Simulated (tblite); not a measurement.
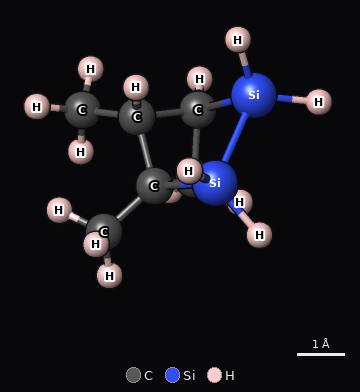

This is the input geometry for a relaxation of C6H14Si2. A ball-and-stick model, seen at a tilt.

The calculation used GFN2-xTB geometry optimisation, gas phase in tblite 0.8.0.

```xyz
22

C     1.6636   -0.8203   -1.1101
C     0.4909    0.0875   -0.8019
C     0.9244    1.0821    0.2792
C     0.4258    0.0560    1.2404
C    -0.4889   -0.5330    0.2096
C    -0.7488   -1.9622    0.1380
Si   -1.9492    0.6575    0.2635
Si   -0.4523    2.3574    0.0855
H     1.8257   -1.4871   -0.2499
H     2.5582   -0.2067   -1.2323
H     1.4799   -1.4499   -2.0009
H     0.0098    0.5812   -1.6561
H     1.9199    1.4248    0.3081
H    -0.0491    0.4908    2.1307
H     1.2627   -0.6091    1.5616
H    -1.7399   -2.1338   -0.3322
H     0.0028   -2.4373   -0.5419
H    -0.6937   -2.5329    1.0819
H    -2.6115    0.6645    1.5622
H    -2.8106    0.5599   -0.8786
H    -0.4777    2.9459   -1.2402
H    -0.5524    3.2842    1.1825
```

Q: Predict the outcome.

A: The largest move after the best rigid fit is that of H17, 0.86 Å. Largest moves by element: H 0.86 Å, Si 0.17 Å, C 0.15 Å. Near-neighbour distances that change, for instance: C5–C6 1.454 → 1.514 Å, Si7–Si8 2.272 → 2.326 Å, C3–C4 1.492 → 1.537 Å, C4–C5 1.499 → 1.540 Å. Bond angles that change, for instance: C1–C2–H12 116.8° → 107.6°, Si7–Si8–H21 111.3° → 119.7°, H21–Si8–H22 115.7° → 107.8°. Groups turn about C5–C6 by about 40°, C1–C2 by about 20°. The energy falls by 19.5 kcal/mol in 86 geometry steps. Cost: 1.5 s on 1 thread of Arm Neoverse N1 (shared host).

Final geometry:

```xyz
22

C     1.6484   -0.8297   -1.2596
C     0.5052    0.0780   -0.8317
C     0.8890    1.1126    0.2467
C     0.4566    0.0791    1.2984
C    -0.4744   -0.5032    0.2186
C    -0.7501   -1.9917    0.2344
Si   -1.9919    0.6798    0.1823
Si   -0.4808    2.4472    0.2223
H     2.1712   -1.2479   -0.4033
H     2.3670   -0.2623   -1.8500
H     1.2777   -1.6499   -1.8723
H     0.0410    0.4787   -1.7418
H     1.9285    1.4382    0.2661
H     0.0042    0.4466    2.2223
H     1.2589   -0.6096    1.5654
H    -1.2840   -2.2894   -0.6668
H     0.1701   -2.5720    0.2940
H    -1.3671   -2.2482    1.0947
H    -2.8509    0.4210    1.3438
H    -2.7918    0.4340   -1.0238
H    -0.3411    3.3107   -0.9556
H    -0.3961    3.2975    1.4149
```

The end point in the same view:

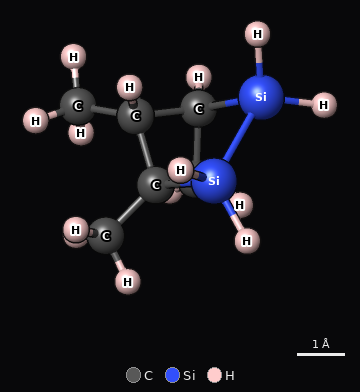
